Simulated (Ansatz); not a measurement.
**Run report: WH$_{3}$Cl$_{4}$OF, nudged elastic band (part 2 of 2)**

WH$_{3}$Cl$_{4}$OF; RHF/def2-SVP (Ansatz 0.2.0). The run did not end well. One setting was made poor on purpose. It belongs to a series of runs on one base structure; here: band between the two ends.

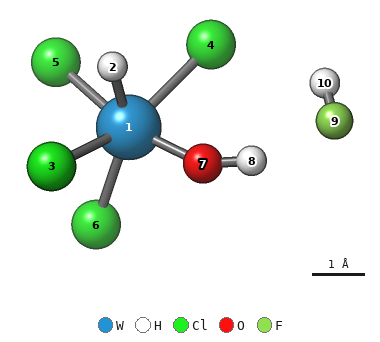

The starting structure (ball-and-stick view, seen at a tilt; atoms are numbered from 1 in the order of the input). Sticks mark near contacts.

```
Unfinished report: {"positions_ang":[[-0.27246152051568234,-0.30129688461575677,-0.3890160070711092],[1.3290858835060895,0.31135717170558297,1.9458511235740794],[0.7863700582988582,-2.2642781904023357,0.24047280227170292],[-1.0427226194790282,1.7622843306360663,-0.626014182965744],[-1.599399938316565,-0.4822919776367336,1.4769341134307004],[-1.2951099303383562,-1.2820689894436503,-2.1570321253579063],[1.2773098322479364,0.402430948256943,-1.0075627611926168],[1.5342188316093286,1.3157074233205912,-0.8487592267489666],[0.7084010098520892,2.5973827140196177,0.09501579429142251],[1.2601093931353302,0.9812744541596771,1.6799104697684362]],"unchecked":["starts","cluster_reference","orbital_swaps","neighbouring_geometries","increment"],"mean_field":{"relativity":"none","state":{"energy":{"ev":-56590.247178626494,"hartree":-2079.653225567296},"converged":true,"gradient_ev":0.000014237501472063718,"stability":{"kind":"minimum","curvature_ev":6.345157075310772},"curvature_floor_ev":0.00030000000000000003,"spin_squared":-3.552713678800501e-14},"others":[],"fillings":{"estimated":0,"unestimated":0,"tried":0,"untried":0,"excluded_magnetic_sites":0},"n_dropped_functions":0,"n_trapped_functions":0,"passes":{"evaluations":5,"products":57},"factors":{"origin":"Cholesky decomposition","count":1488,"bound_ev":0.0014705467945348523},"gradient_stop_ev":0.00009,"reference_kind":"stationary","symmetry":{"irreps":["A"],"axes":[[0.9911787366028716,0.01171181992179051,-0.13201342878834366],[0.007249764196315963,0.9898049532526182,0.1422448432656889],[0.13233349169969538,-0.14194713026582165,0.9809887151154516]],"occupied":[{"A":51},{"A":51}]},"held":{"pivots":1486,"left_out":0,"joined":2},"density_repulsion":{"missed_ev":0.000023385907569212224,"excess_ev":7.96389033720043e-8,"most_excess_ev":0.00027539999999999997,"are_drawn_again":false,"n_first_factors":1488,"energy_change_ev":0.0,"n_dropped_ends":0}},"factors":{"origin":"Cholesky decomposition","count":1488,"bound_ev":0.0014705467945348523},"n_frozen":0,"n_occupied":[51,51],"n_virtual":[96,96],"reference":{"ev":-56590.247178626494,"hartree":-2079.653225567296},"total":{"ev":-56590.247178626494,"hartree":-2079.653225567296},"forces_ev_per_angstrom":[[-0.033153834091164944,0.6966862117658531,-0.4261793257318695],[0.12854554502614174,-0.8700660243811096,0.41148395334101706],[-0.009050119038666097,0.10527384621485937,-0.03231389944864886],[-0.729301762077599,-0.9228383900069249,-0.23894261362666883],[0.15120721345408505,0.06746509129063796,-0.04569714909870522],[0.07011401561144363,0.10793425719408217,0.05237117498189702],[-0.2809970135455962,-1.2366783634463527,-0.025168847725423597],[-0.166761700378833,0.9094011609463015,0.393738377831557],[0.908071979154802,0.17436677153046004,0.21018348246420807],[-0.038674324116584,0.9684554388797783,-0.29947515299436633]],"charge_distribution":{"dipole_moment_e_ang":[-0.3661917632711011,-0.40111187124354625,-0.28978728306238194],"mulliken_charges_e":[1.4093215915619943,-0.0256705788446272,-0.3018419226905067,0.08736153539760139,-0.26102561641875255,-0.21933110833579406,-0.4508289703589856,0.3011912097766217,-0.6194949173691757,0.080318777281572],"lowdin_charges_e":[-1.3330654548133563,0.04452175387726176,0.26467770824375947,0.6534384550589429,0.3041116943119313,0.34633997301668984,0.17852611283155717,-0.0212834485755522,-0.5114884523228049,0.07422165837150707]},"n_threads":4,"memory_gib":4.261363637633622,"seconds":{"hamiltonian":1.903131974,"orbitals":0.0,"second_order":0.0,"solver_start":0.0,"cycles":0.0,"cycle":0.0,"perturbative":0.0,"full_ci_increment":0.0,"forces":0.0}}
this run last wrote the band of iteration 60 to [file]
Error: NEB band did not converge after 60 iterations: max|band force component| = 1.48e0 eV/Å (threshold 5.0e-2); raise `neb.max_iterations` in a new run, which can start from the last band evaluated (`neb.initial_path`, with `crystal.atoms` and `neb.final_atoms` set to its first and last images), add images, or start from endpoints closer to local minima. Where this run's directory can be resumed (`checkpoint.write`), a resume goes on for up to `neb.max_iterations` more; to start a new run from the last band, take its images' positions from the `neb_iteration` event of iteration 60 (`data.images[].positions_ang`), in the event stream of the run that computed that iteration (not this run's, if it was resumed behind it). With `checkpoint.write`, `steps/00-neb/state/checkpoint.json` in the run directory holds the last saved band, under `neb.evaluated.images[].positions_ang` (a band under a hybrid functional on support functions is neither saved nor resumed: `neb.initial_path` says where its path is): check the last entry of `neb.iterations` there, which is earlier than 60 if that iteration was not saved or its write failed. If the band's step has no `state` directory and holds `state.next`, a write was cut short, and the file is under `state.next` instead (behind a loss of power it can be under `state.prev`)
this run wrote the band of iteration 60 to [file] as well, whether or not its events were kept: a new run's `neb.initial_path` can list its `images[].positions_ang`
a run's events are kept only if it was started with --events-out <file>, and are in that file
```

### The last band as extended XYZ (Å, eV, eV/Å)
```
10
Properties=species:S:1:pos:R:3:forces:R:3 image=0 energy=-56594.62825
W    -0.2377   -0.5269    0.0935   -0.0174  -0.0128   0.0077
H     0.1788   -0.5738    1.6969    0.0007  -0.0002  -0.0025
Cl    0.8842   -2.5167    0.6133   -0.0008  -0.0003  -0.0006
Cl   -0.8566    1.7013    0.6861   -0.0041   0.0039   0.0022
Cl   -2.3357   -1.0109    0.9259    0.0061   0.0021  -0.0045
Cl   -0.8211   -1.5944   -1.9004    0.0011   0.0018   0.0047
O     1.2240    0.3159   -0.5146    0.0241   0.0184  -0.0085
H     1.6795    1.1510   -0.6495   -0.0106  -0.0137   0.0011
F     1.8671    2.9325   -0.4883    0.0173  -0.0041  -0.0092
H     1.1034    3.1625   -0.0531   -0.0165   0.0048   0.0094
10
Properties=species:S:1:pos:R:3:forces:R:3 image=1 energy=-56594.44572
W    -0.2003   -0.3518   -0.1478    0.0586  -0.0653   0.0591
H     0.8021   -0.3999    1.1511   -0.0857  -0.1246  -0.0367
Cl    0.8205   -2.4960    0.2830   -0.0282   0.0219   0.0336
Cl   -1.2698    1.7216   -0.5566    0.0590   0.1025  -0.1029
Cl   -1.6380   -0.4303    1.6393    0.0271  -0.1463   0.0938
Cl   -1.2320   -1.6167   -1.7751   -0.0152  -0.0198   0.0246
O     1.2481    0.3715   -0.9228   -0.0718  -0.0497  -0.2293
H     1.9070    1.0530   -0.8473    0.0153   0.0816   0.1361
F     1.5708    2.5095    0.7603   -0.3329   0.0676   0.1242
H     0.6774    2.6797    0.8257    0.3738   0.1321  -0.1025
10
Properties=species:S:1:pos:R:3:forces:R:3 image=2 energy=-56590.24718
W    -0.2725   -0.3013   -0.3890   -0.0332   0.6967  -0.4262
H     1.3291    0.3114    1.9459    0.1285  -0.8701   0.4115
Cl    0.7864   -2.2643    0.2405   -0.0091   0.1053  -0.0323
Cl   -1.0427    1.7623   -0.6260   -0.7293  -0.9228  -0.2389
Cl   -1.5994   -0.4823    1.4769    0.1512   0.0675  -0.0457
Cl   -1.2951   -1.2821   -2.1570    0.0701   0.1079   0.0524
O     1.2773    0.4024   -1.0076   -0.2810  -1.2367  -0.0252
H     1.5342    1.3157   -0.8488   -0.1668   0.9094   0.3937
F     0.7084    2.5974    0.0950    0.9081   0.1744   0.2102
H     1.2601    0.9813    1.6799   -0.0387   0.9685  -0.2995
10
Properties=species:S:1:pos:R:3:forces:R:3 image=3 energy=-56591.91667
W    -0.1465   -1.1571   -0.5430   -0.0003  -0.0003   0.0041
H     1.5168    0.7282    2.5319    0.0030   0.0042   0.0014
Cl    1.3489   -2.5362    0.5349   -0.0003  -0.0013  -0.0007
Cl   -0.9929    3.2553   -0.3375    0.0112   0.0019   0.0001
Cl   -1.9117   -1.5047    0.8895   -0.0004  -0.0043  -0.0030
Cl   -1.3733   -1.3019   -2.4885    0.0005  -0.0005  -0.0029
O     1.0233    0.1369   -1.0869    0.0003   0.0037  -0.0045
H     1.2355    1.0530   -0.9548   -0.0073  -0.0063   0.0030
F     0.6037    2.9692   -0.3658   -0.0075   0.0012  -0.0003
H     1.3820    1.3978    2.2300    0.0007   0.0017   0.0027
10
Properties=species:S:1:pos:R:3:forces:R:3 image=4 energy=-56591.70308
W    -0.1794   -0.8588   -0.6587    0.0048   0.0182   0.0042
H     1.6514    0.4269    2.4113    0.0020   0.0006   0.0002
Cl    1.3527   -2.1693    0.4957    0.0003  -0.0025  -0.0033
Cl   -1.2950    3.6099    0.4466    0.0043   0.0050   0.0000
Cl   -2.0734   -0.7498    0.6252    0.0005   0.0083   0.0030
Cl   -0.5925   -2.3499   -2.3930    0.0018  -0.0005  -0.0012
O     0.7267    0.4795   -1.5240    0.0011  -0.0064   0.0047
H     1.5041    0.5122   -2.0684    0.0031  -0.0057  -0.0116
F     0.1867    3.0084    0.6864   -0.0188  -0.0165   0.0003
H     1.4044    1.1313    2.3888    0.0009  -0.0005   0.0038
10
Properties=species:S:1:pos:R:3:forces:R:3 image=5 energy=-56591.89198
W    -0.1901   -0.4239   -0.8991   -0.0035   0.0022  -0.0077
H     1.7108    0.5682    2.9338    0.0033   0.0046   0.0086
Cl    1.3180   -1.4460    0.5495   -0.0053   0.0080   0.0046
Cl   -0.9486    2.8163    0.8873    0.0098  -0.0154  -0.0011
Cl   -2.2991   -0.6478    0.0119   -0.0038   0.0052  -0.0076
Cl   -0.1877   -2.1230   -2.4964    0.0045   0.0013   0.0015
O     0.4594    0.8740   -2.0273   -0.0019  -0.0041  -0.0050
H     1.1112    0.8729   -2.7167   -0.0060   0.0023  -0.0080
F    -0.0368    1.4762    0.6847   -0.0055  -0.0065   0.0011
H     1.7487    1.0737    3.4822    0.0083   0.0024   0.0135
10
Properties=species:S:1:pos:R:3:forces:R:3 image=6 energy=-56591.88090
W     0.1023   -0.2832   -0.9583    0.0225  -0.0163   0.0146
H     0.5391    0.2386    3.6496    0.0080   0.0001  -0.0007
Cl    2.1454   -0.9868   -0.1022   -0.0012  -0.0019  -0.0010
Cl   -0.4949    2.8221    1.0738    0.0009   0.0125   0.0042
Cl   -1.4939   -0.7662    0.6456   -0.0013   0.0059  -0.0016
Cl   -0.1836   -2.0632   -2.4415   -0.0012   0.0022   0.0048
O    -0.0007    1.0090   -2.2584   -0.0090   0.0031  -0.0099
H     0.2842    1.0843   -3.1594    0.0012   0.0086  -0.0102
F     0.5147    1.7040    0.4413   -0.0122  -0.0113   0.0001
H     1.2734    0.2819    3.5194   -0.0077  -0.0029  -0.0003
```

The run was set up as follows.

### The input
```yaml
crystal:
  periodic: [false, false, false]
  atoms:
    - { symbol: W, position_ang: [-0.237724, -0.526887, 0.093474] }
    - { symbol: H, position_ang: [0.178827, -0.573781, 1.696877] }
    - { symbol: Cl, position_ang: [0.884157, -2.516676, 0.61329] }
    - { symbol: Cl, position_ang: [-0.856609, 1.701268, 0.68609] }
    - { symbol: Cl, position_ang: [-2.335696, -1.010894, 0.925943] }
    - { symbol: Cl, position_ang: [-0.821118, -1.594392, -1.900432] }
    - { symbol: O, position_ang: [1.22395, 0.315885, -0.514631] }
    - { symbol: H, position_ang: [1.679542, 1.150951, -0.6495] }
    - { symbol: F, position_ang: [1.867119, 2.93248, -0.488259] }
    - { symbol: H, position_ang: [1.103353, 3.162547, -0.053052] }
basis:
  gaussian: { orbitals: def2-SVP }
hamiltonian:
  xc: hf
neb:
  order_check: false
  images: 5
  f_tol: 0.05
  max_iterations: 60
  initial_path: linear
  final_atoms:
    - { symbol: W, position_ang: [0.15164963, -0.50039273, -0.80188474] }
    - { symbol: H, position_ang: [-0.2412722, 1.24706224, 3.4979321] }
    - { symbol: Cl, position_ang: [1.68691498, -1.34895833, 0.72293939] }
    - { symbol: Cl, position_ang: [0.0586709, 3.11769776, 0.21317604] }
    - { symbol: Cl, position_ang: [-1.8110244, -0.12855945, 0.36576747] }
    - { symbol: Cl, position_ang: [-0.31739505, -2.53079822, -1.8541275] }
    - { symbol: O, position_ang: [0.69177255, 0.34135196, -2.34146074] }
    - { symbol: H, position_ang: [1.16577234, 0.08373627, -3.12096847] }
    - { symbol: F, position_ang: [0.81547063, 1.6706491, 0.15944168] }
    - { symbol: H, position_ang: [0.48524162, 1.08871239, 3.56898479] }
```

Launched with:
```bash
ansatz run input.yaml --threads 4 --pin off --max-ram 5120MiB --backend cpu --events-out ev --progress --plain --runs-dir out
```

### Outcome

```csv
quantity,value
outcome,not converged
"barrier, forward (band not converged)",4.381 eV
"barrier, backward",1.634 eV
hardware,"4 threads of Arm Neoverse V2, 24 GiB of memory available, shared host"
wall time,12 min (CPU time 44 min)
peak memory,0.55 GiB
```

The run did not converge: “NEB band did not converge after 60 iterations: max|band force component| = 1.48e0 eV/Å (threshold 5.0e-2); raise `neb.max_iterations` in a new run, which can start from the last band evaluated (`neb.initial_path`, with `crystal.atoms` and `neb.final_atoms` set to its first and last images), add images, or start from endpoints closer to local minima …” Its last values are not results. A deliberately poor setting: straight start.
